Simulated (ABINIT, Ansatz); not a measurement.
**Quasiparticle gap of CaGaSiH (P3m1) in ABINIT**

Wanted: ground state, empty states, screening and self-energy for CaGaSiH (P3m1).

Program: ABINIT 10.8.3. Level of theory: LDA and many-body steps on it, plane waves. Results are calculated unless marked as measured.

## (1) Starting point

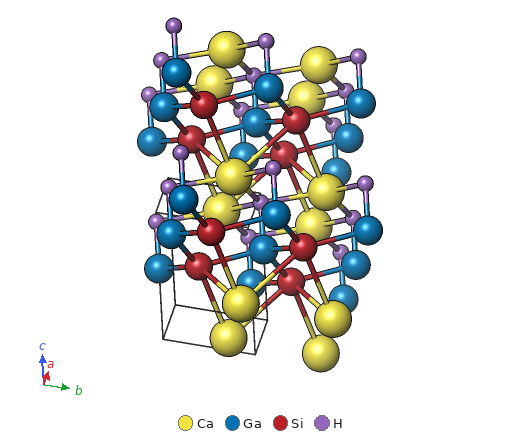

Start, viewed from a free direction; calcium yellow, gallium blue, silicon red, hydrogen purple. 2×2×2 cells are drawn. Some periodic images of atoms are drawn too.

The cell and positions come from the Crystallography Open Database and are kept as given unless a step says otherwise.

## (2) Ground state

This step: ABINIT 10.8.3; DFT, LDA, plane waves, norm-conserving pseudopotentials.

The ground-state density comes first.

Contents of run.abi:

```
acell 3*1.0 Angstrom
rprim 
  4.091099999987 0.000000000003 0.000000000000
  -2.045549999996 3.542996529410 0.000000000000
  0.000000000000 0.000000000000 4.762800000000
ntypat 4
znucl 20 31 14 1
natom 4
typat 1 2 3 4
xred 
  0.333333333333 0.666666666667 0.000000000000
  -0.000000000000 0.000000000000 0.556800000000
  0.666666666667 0.333333333333 0.433700000000
  -0.000000000000 0.000000000000 0.925000000000
pp_dirpath "pseudos"
pseudos "Ca.upf, Ga.upf, Si.upf, H.upf"
ecut 45
ngkpt 6 6 4
nshiftk 1
shiftk 0 0 0
kptopt 1
chksymbreak 0
nband 24
occopt 1
tolvrs 1e-10
nstep 60
prtwf 0
optforces 0
optstress 0
indata_prefix "in"
outdata_prefix "out"
tmpdata_prefix "tmp"
```

On the command line:

```bash
$ OMP_NUM_THREADS=1 mpirun -n 4 abinit run.abi > log
```

Numbers of over 12 decimals in the logs are rounded to 6 here.

What it wrote:

```text
.Version 10.8.3 of ABINIT. v10.8.2 released Aug 2026.

 Symmetries : space group P3 m 1 (#156); Bravais hP (primitive hexag.)
================================================================================
 Values of the parameters that define the memory need of the present run
     intxc =       0    ionmov =       0      iscf =       7    lmnmax =       6
     lnmax =       6     mgfft =      60  mpssoang =       3    mqgrid =    3001
     natom =       4  nloc_mem =       1    nspden =       1   nspinor =       1
    nsppol =       1      nsym =       6    n1xccc =    2501    ntypat =       4
    occopt =       1   xclevel =       1
-    mband =          24        mffmem =           1         mkmem =           6
       mpw =        6742          nfft =      138240          nkpt =          24
================================================================================
  Rough estimation (10% accuracy) of disk space for files :
================================================================================

--------------------------------------------------------------------------------
------------- Echo of variables that govern the present computation ------------
--------------------------------------------------------------------------------
 -outvars: echo values of preprocessed input variables --------
            acell      1.8897261259E+00  1.8897261259E+00  1.8897261259E+00 Bohr

      chksymbreak           0
             ecut      4.50000000E+01 Hartree
-          fftalg         312

              ixc       -1012
              kpt      0.00000000E+00  0.00000000E+00  0.00000000E+00
                       1.66666667E-01  0.00000000E+00  0.00000000E+00
                       3.33333333E-01  0.00000000E+00  0.00000000E+00
                       5.00000000E-01  0.00000000E+00  0.00000000E+00
                       1.66666667E-01  1.66666667E-01  0.00000000E+00
                       3.33333333E-01  1.66666667E-01  0.00000000E+00
                       3.33333333E-01  3.33333333E-01  0.00000000E+00
                       0.00000000E+00  0.00000000E+00  2.50000000E-01
                       1.66666667E-01  0.00000000E+00  2.50000000E-01
   [... 13 further rows ...]
                       3.33333333E-01  1.66666667E-01  5.00000000E-01
                       3.33333333E-01  3.33333333E-01  5.00000000E-01
         kptrlatt        6    0    0      0    6    0      0    0    4
          kptrlen      3.60015504E+01
P           mkmem           6
            natom           4
            nband          24
            ngfft          48      48      60
             nkpt          24
            nstep          60
             nsym           6
           ntypat           4
              occ      2.000000  2.000000  2.000000  2.000000  2.000000  2.000000
                       2.000000  2.000000  2.000000  2.000000  2.000000  2.000000
                       2.000000  2.000000  2.000000  2.000000  2.000000  2.000000
                       0.000000  0.000000  0.000000  0.000000  0.000000  0.000000
        optforces           0
        optstress           0
            prtwf           0
            rprim      4.0911000000E+00  3.0000000000E-12  0.0000000000E+00
[...]
spgroup         156

           tolvrs      1.00000000E-10

             xred      3.3333333333E-01  6.6666666667E-01  0.0000000000E+00
[...]
znucl       20.00000   31.00000   14.00000    1.00000

================================================================================

 chkinp: Checking input parameters for consistency.

================================================================================
== DATASET  1 ==================================================================
-   mpi_nproc: 4, omp_nthreads: 1 (-1 if OMP is not activated)

--- !DatasetInfo
iteration_state: {dtset: 1, }
dimensions: {natom: 4, nkpt: 24, mband: 24, nsppol: 1, nspinor: 1, nspden: 1, mpw: 6742, }
cutoff_energies: {ecut:  45.0, pawecutdg:  -1.0, }
electrons: {nelect:   3.60000000E+01, charge:   0.00000000E+00, occopt:   1.00000000E+00, tsmear:   1.00000000E-02, }

 Real(R)+Recip(G) space primitive vectors, cartesian coordinates (Bohr,Bohr^-1):
 R(1)=  7.7310586  0.0000000  0.0000000  G(1)=  0.1293484  0.0746793  0.0000000
 R(2)= -3.8655293  6.6952931  0.0000000  G(2)=  0.0000000  0.1493587  0.0000000
 R(3)=  0.0000000  0.0000000  9.0003876  G(3)=  0.0000000  0.0000000  0.1111063
 Unit cell volume ucvol=  4.6587539E+02 bohr^3
 Angles (23,13,12)=  9.00000000E+01  9.00000000E+01  1.20000000E+02 degrees

 getcut: wavevector=  0.0000  0.0000  0.0000  ngfft=  48  48  60
         ecut(hartree)=     45.000   => boxcut(ratio)=   2.05604

--- Pseudopotential description ------------------------------------------------
- Ca Generated using ONCVPSP code by D. R. Hamann
- 20.00000  10.00000  180309                  znucl, zion, pspdat
12 -1012 2 -1 1724                            pspcod,pspxc,lmax,lloc,mmax
     nproj     2     2     2
  pspatm : epsatm=   12.51424511
         --- l  ekb(1:nproj) -->
[...]
pspatm: atomic psp has been read  and splines computed

- Ga Generated using ONCVPSP code by D. R. Hamann
- 31.00000  21.00000  180309                  znucl, zion, pspdat
12 -1012 2 -1 1858                            pspcod,pspxc,lmax,lloc,mmax
     nproj     2     2     2
  pspatm : epsatm=   21.89818218
         --- l  ekb(1:nproj) -->
[...]
pspatm: atomic psp has been read  and splines computed

- Si Generated using ONCVPSP code by D. R. Hamann
- 14.00000   4.00000  180309                  znucl, zion, pspdat
12 -1012 2 -1 1510                            pspcod,pspxc,lmax,lloc,mmax
     nproj     2     2     2
  pspatm : epsatm=    6.67003958
         --- l  ekb(1:nproj) -->
[...]
pspatm: atomic psp has been read  and splines computed

- H Generated using ONCVPSP code by D. R. Hamann
-  1.00000   1.00000  180309                  znucl, zion, pspdat
12 -1012 1 -1 1180                            pspcod,pspxc,lmax,lloc,mmax
     nproj     2     1     0
  pspatm : epsatm=    0.35439867
         --- l  ekb(1:nproj) -->
[...]
1   -0.275071
 pspatm: atomic psp has been read  and splines computed

   1.49172716E+03                                ecore*ucvol(ha*bohr**3)
--------------------------------------------------------------------------------

_setup2: Arith. and geom. avg. npw (full set) are    6715.882    6715.870

================================================================================

--- !BeginCycle
iteration_state: {dtset: 1, }
solver: {iscf: 7, nstep: 60, nline: 4, wfoptalg: 0, }
tolerances: {tolvrs: 1.00E-10, }

     iter   Etot(hartree)      deltaE(h)  residm     vres2
 ETOT  1  -286.67793541264    -2.867E+02 4.522E-01 1.145E+04
 ETOT  2  -288.84984792210    -2.172E+00 1.124E-01 2.039E+04
 ETOT  3  -291.11071337074    -2.261E+00 4.380E-02 3.553E+03
 ETOT  4  -291.33957740612    -2.289E-01 5.211E-02 1.572E+03
 ETOT  5  -291.49090914804    -1.513E-01 2.734E-02 2.282E+02
 ETOT  6  -291.50245128854    -1.154E-02 2.447E-02 1.142E+02
 ETOT  7  -291.51488029935    -1.243E-02 1.294E-02 5.540E-01
 ETOT  8  -291.51495980547    -7.951E-05 4.086E-03 8.565E-03
 ETOT  9  -291.51495971800     8.747E-08 1.759E-03 8.884E-03
 ETOT 10  -291.51496102602    -1.308E-06 2.935E-03 1.838E-04
 ETOT 11  -291.51496104040    -1.438E-08 7.981E-04 2.552E-05
 ETOT 12  -291.51496104338    -2.987E-09 1.861E-03 1.062E-06
 ETOT 13  -291.51496104364    -2.615E-10 3.695E-04 3.741E-08
 ETOT 14  -291.51496104366    -1.381E-11 8.486E-04 9.092E-10
 ETOT 15  -291.51496104365     1.131E-11 2.045E-04 1.019E-11

 At SCF step   15       vres2   =  1.02E-11 < tolvrs=  1.00E-10 =>converged.

--- !ResultsGS
iteration_state: {dtset: 1, }
comment   : Summary of ground state results
lattice_vectors:
- [  7.7310586,   0.0000000,   0.0000000, ]
- [ -3.8655293,   6.6952931,   0.0000000, ]
- [  0.0000000,   0.0000000,   9.0003876, ]
lattice_lengths: [   7.73106,    7.73106,    9.00039, ]
lattice_angles: [ 90.000,  90.000, 120.000, ] # degrees, (23, 13, 12)
lattice_volume:   4.6587539E+02
convergence: {deltae:  1.131E-11, res2:  1.019E-11, residm:  2.045E-04, diffor:  0.000E+00, }
etotal    :  -2.91514961E+02
entropy   :   0.00000000E+00
fermie    :   2.24963925E-01
cartesian_stress_tensor: null
pressure_GPa: null
xred      :
- [  3.3333E-01,   6.6667E-01,   0.0000E+00, Ca]
- [ -3.3329E-13,   3.3351E-13,   5.5680E-01, Ga]
- [  6.6667E-01,   3.3333E-01,   4.3370E-01, Si]
- [ -3.3329E-13,   3.3351E-13,   9.2500E-01,  H]
cartesian_forces: null
force_length_stats: {min: null, max: null, mean: null, }

 Integrated electronic density in atomic spheres:
 ------------------------------------------------
 Atom  Sphere_radius  Integrated_density
[...]
4        2.00000          1.40598746
================================================================================

 ----iterations are completed or convergence reached----

 Mean square residual over all n,k,spin=   12.896E-07; max=  20.450E-05
 reduced coordinates (array xred) for    4 atoms
       0.333333333333      0.666666666667      0.000000000000
      -0.000000000000      0.000000000000      0.556800000000
       0.666666666666      0.333333333334      0.433700000000
      -0.000000000000      0.000000000000      0.925000000000
 rms dE/dt=  0.0000E+00; max dE/dt=  0.0000E+00; dE/dt below (all hartree)
    1       0.000000000000      0.000000000000      0.000000000000
    2       0.000000000000      0.000000000000      0.000000000000
    3       0.000000000000      0.000000000000      0.000000000000
    4       0.000000000000      0.000000000000      0.000000000000

 cartesian coordinates (angstrom) at end:
    1     -3.71e-12     2.361998     0.000000
    2     -2.05e-12     1.18e-12     2.651927
    3      2.045550     1.180999     2.065626
    4     -2.05e-12     1.18e-12     4.405590
 length scales=  1.889726125908  1.889726125908  1.889726125908 bohr
              =  1.000000000000  1.000000000000  1.000000000000 angstroms
 prteigrs : about to open file out_EIG
 Fermi (or HOMO) energy (hartree) =   0.22496   Average Vxc (hartree)=  -0.37046
 Eigenvalues (hartree) for nkpt=  24  k points:
 kpt#   1, nband= 24, wtk=  0.00694, kpt=  0.0000  0.0000  0.0000 (reduced coord)
  -5.04351   -3.24884   -3.24787   -3.24787   -1.28336   -0.59671   -0.59250   -0.59250
  -0.33749   -0.33539   -0.33539   -0.33335   -0.33335   -0.17059    0.04963    0.13836
   0.19137    0.19137    0.25781    0.32720    0.32720    0.34510    0.34750    0.35239
 prteigrs : prtvol=0 or 1, do not print more k-points.

--- !EnergyTerms
iteration_state     : {dtset: 1, }
comment             : Components of total free energy in Hartree
kinetic             :  1.35303490815797E+02
hartree             :  1.29534825582919E+02
xc                  : -3.44132229908549E+01
Ewald energy        : -1.29885620549711E+02
psp_core            :  3.20198746702892E+00
local_psp           : -3.39734499374021E+02
non_local_psp       : -5.55219219948066E+01
total_energy        : -2.91514961043647E+02
total_energy_eV     : -7.93252620144078E+03
band_energy         : -3.85180217232630E+01

== END DATASET(S) ==============================================================
================================================================================

 -outvars: echo values of variables after computation  --------
           etotal     -2.9151496104E+02
            nband          24
             nkpt          24
          spgroup         156
 [... the other variables as echoed above ...]

 Calculation completed.
```

Wall time 65 s (4 MPI ranks of Intel Xeon 6975P-C (Granite Rapids), shared host); peak memory 0.48 GiB; 4.3 min of CPU time.

Numbers from this step:

* total energy: -7932.5262 eV
* gap: 0.1121 eV
* k of the valence top: 0, 0, 0.5
* k of the conduction bottom: 0.5, 0, 0
* least direct gap: 1.210 eV

The gap is indirect, with the least direct gap 1.10 eV higher.

## (3) Empty states on the mesh, 3×3×2 mesh, 55 bands

The sums over transitions need many empty states on a uniform mesh; this step solves for them.

run.abi, as its differences from that of step 2:

```diff
@@ -17,3 +17,3 @@
 ecut 45
-ngkpt 6 6 4
+ngkpt 3 3 2
 nshiftk 1
@@ -22,9 +22,10 @@
 chksymbreak 0
-nband 24
-occopt 1
-tolvrs 1e-10
+iscf -2
+irdden 1
+istwfk *1
+nband 55
+nbdbuf 4
+tolwfr 1e-09
 nstep 60
-prtwf 0
-optforces 0
-optstress 0
+prtvol 0
 indata_prefix "in"
```

What it wrote:

```text
.Version 10.8.3 of ABINIT. v10.8.2 released Aug 2026.

 Symmetries : space group P3 m 1 (#156); Bravais hP (primitive hexag.)
[... echo of the input left out ...]
== DATASET  1 ==================================================================
-   mpi_nproc: 4, omp_nthreads: 1 (-1 if OMP is not activated)

--- !DatasetInfo
iteration_state: {dtset: 1, }
dimensions: {natom: 4, nkpt: 6, mband: 55, nsppol: 1, nspinor: 1, nspden: 1, mpw: 6732, }
cutoff_energies: {ecut:  45.0, pawecutdg:  -1.0, }
electrons: {nelect:   3.60000000E+01, charge:   0.00000000E+00, occopt:   1.00000000E+00, tsmear:   1.00000000E-02, }

 Real(R)+Recip(G) space primitive vectors, cartesian coordinates (Bohr,Bohr^-1):
 R(1)=  7.7310586  0.0000000  0.0000000  G(1)=  0.1293484  0.0746793  0.0000000
 R(2)= -3.8655293  6.6952931  0.0000000  G(2)=  0.0000000  0.1493587  0.0000000
 R(3)=  0.0000000  0.0000000  9.0003876  G(3)=  0.0000000  0.0000000  0.1111063
 Unit cell volume ucvol=  4.6587539E+02 bohr^3
 Angles (23,13,12)=  9.00000000E+01  9.00000000E+01  1.20000000E+02 degrees

 getcut: wavevector=  0.0000  0.0000  0.0000  ngfft=  48  48  60
         ecut(hartree)=     45.000   => boxcut(ratio)=   2.05604

--- Pseudopotential description ------------------------------------------------
- Ca Generated using ONCVPSP code by D. R. Hamann
- 20.00000  10.00000  180309                  znucl, zion, pspdat
12 -1012 2 -1 1724                            pspcod,pspxc,lmax,lloc,mmax
     nproj     2     2     2
  pspatm : epsatm=   12.51424511
         --- l  ekb(1:nproj) -->
             0   10.026170    0.975458
             1    2.942990    0.445396
             2   -3.490458   -1.115963
 pspatm: atomic psp has been read  and splines computed

- Ga Generated using ONCVPSP code by D. R. Hamann
- 31.00000  21.00000  180309                  znucl, zion, pspdat
12 -1012 2 -1 1858                            pspcod,pspxc,lmax,lloc,mmax
     nproj     2     2     2
  pspatm : epsatm=   21.89818218
         --- l  ekb(1:nproj) -->
[...]
pspatm: atomic psp has been read  and splines computed

- Si Generated using ONCVPSP code by D. R. Hamann
- 14.00000   4.00000  180309                  znucl, zion, pspdat
12 -1012 2 -1 1510                            pspcod,pspxc,lmax,lloc,mmax
     nproj     2     2     2
  pspatm : epsatm=    6.67003958
         --- l  ekb(1:nproj) -->
[...]
pspatm: atomic psp has been read  and splines computed

- H Generated using ONCVPSP code by D. R. Hamann
-  1.00000   1.00000  180309                  znucl, zion, pspdat
12 -1012 1 -1 1180                            pspcod,pspxc,lmax,lloc,mmax
     nproj     2     1     0
  pspatm : epsatm=    0.35439867
         --- l  ekb(1:nproj) -->
[...]
1   -0.275071
 pspatm: atomic psp has been read  and splines computed

[...]
6.48E-10  1.09E-10  1.49E-10  1.64E-10  6.42E-10  7.21E-10  8.50E-10  9.26E-10
  5.26E-10  2.03E-10  7.02E-10  1.43E-10  3.83E-10  7.97E-10  9.44E-10  5.44E-10
  2.15E-10  9.56E-10  2.54E-10  1.42E-10  4.34E-10  2.19E-10  3.33E-10  8.96E-10
[...]
3.35E-10  5.85E-10  9.41E-10  1.52E-07  4.90E-10  1.12E-07  7.12E-05
 -5.0435E+00 -3.2488E+00 -3.2479E+00 -3.2479E+00 -1.2834E+00 -5.9671E-01
 -5.9250E-01 -5.9250E-01 -3.3749E-01 -3.3539E-01 -3.3539E-01 -3.3335E-01
 -3.3335E-01 -1.7059E-01  4.9630E-02  1.3836E-01  1.9137E-01  1.9137E-01
[...]
1.0504E+00  1.0913E+00  1.0913E+00  1.0987E+00  1.1468E+00  1.1589E+00
  1.1589E+00  1.1953E+00  1.2607E+00  1.2607E+00  1.2736E+00  1.2736E+00
  1.3223E+00
 prteigrs : prtvol=0 or 1, do not print more k-points.

--- !ResultsGS
iteration_state: {dtset: 1, }
comment   : Summary of ground state results
lattice_vectors:
- [  7.7310586,   0.0000000,   0.0000000, ]
- [ -3.8655293,   6.6952931,   0.0000000, ]
- [  0.0000000,   0.0000000,   9.0003876, ]
lattice_lengths: [   7.73106,    7.73106,    9.00039, ]
lattice_angles: [ 90.000,  90.000, 120.000, ] # degrees, (23, 13, 12)
lattice_volume:   4.6587539E+02
convergence: {deltae:  0.000E+00, res2:  0.000E+00, residm:  9.980E-10, diffor:  0.000E+00, }
etotal    :  -2.91514961E+02
entropy   :   0.00000000E+00
fermie    :   2.24963925E-01
cartesian_stress_tensor: null
pressure_GPa: null
xred      :
- [  3.3333E-01,   6.6667E-01,   0.0000E+00, Ca]
- [ -3.3329E-13,   3.3351E-13,   5.5680E-01, Ga]
- [  6.6667E-01,   3.3333E-01,   4.3370E-01, Si]
- [ -3.3329E-13,   3.3351E-13,   9.2500E-01,  H]
cartesian_forces: null
force_length_stats: {min: null, max: null, mean: null, }

 Integrated electronic density in atomic spheres:
 ------------------------------------------------
 Atom  Sphere_radius  Integrated_density
[...]
================================================================================

 ----iterations are completed or convergence reached----

 Mean square residual over all n,k,spin=   50.433E-11; max=  99.799E-11
 reduced coordinates (array xred) for    4 atoms
[...]
0.666666666666      0.333333333334      0.433700000000
      -0.000000000000      0.000000000000      0.925000000000

 cartesian coordinates (angstrom) at end:
    1     -3.71e-12     2.361998     0.000000
    2     -2.05e-12     1.18e-12     2.651927
    3      2.045550     1.180999     2.065626
    4     -2.05e-12     1.18e-12     4.405590
 length scales=  1.889726125908  1.889726125908  1.889726125908 bohr
              =  1.000000000000  1.000000000000  1.000000000000 angstroms
 prteigrs : about to open file out_EIG
 Eigenvalues (hartree) for nkpt=   6  k points:
 kpt#   1, nband= 55, wtk=  0.05556, kpt=  0.0000  0.0000  0.0000 (reduced coord)
[...]
0.70863    0.71112    0.72564    0.72564    0.76013    0.76013    0.82356    0.87847
   0.93892    1.05044    1.05044    1.09132    1.09132    1.09872    1.14679    1.15892
   1.15892    1.19532    1.26073    1.26073    1.27359    1.27359    1.32227
 prteigrs : prtvol=0 or 1, do not print more k-points.

== END DATASET(S) ==============================================================
================================================================================

 -outvars: echo values of variables after computation  --------
            nband          55
             nkpt           6
          spgroup         156
 [... the other variables as echoed above ...]

 Calculation completed.
```

Wall time 27 s (4 MPI ranks); peak memory 0.38 GiB; 1.8 min of CPU time.

Numbers from this step:

* gap: 0.3078 eV
* k of the valence top: 0, 0, 0.5
* k of the conduction bottom: 0.3333, 0.3333, 0
* least direct gap: 1.210 eV
* k points computed: 6
* lowest point of the top converged band, above the valence top: 24.67 eV

On this mesh the gap is 0.308 eV. The earlier step found 0.112 eV, so this mesh misses an edge.

[end of part 1 of 2]

[Paths, hosts, dates, memory and timing lines, banners, echoed tables and standing remarks are left out of the program output.]

[Logs are printed without paths, hosts, clocks, repeated set-up lines and the standing remarks that a program may print on its own settings, such as how far it seeks lower states.]

[Runs of the session that timed out or met a known fault of the program may be left out.]

[Hosts, paths, dates, database ids (printed as entryN), source tags and the programs' standing remarks are cut or masked in the printed files.]

[G0W0 gaps are taken among the corrected bands and points alone; a level outside them can change the order at an edge.]

[Where Ansatz stands beside ABINIT at settings called matched, ABINIT's density can come from a denser mesh and the files from another edition; pairs whose starting gaps differed by over 0.03 eV were left out, so agreement reads better than it is.]
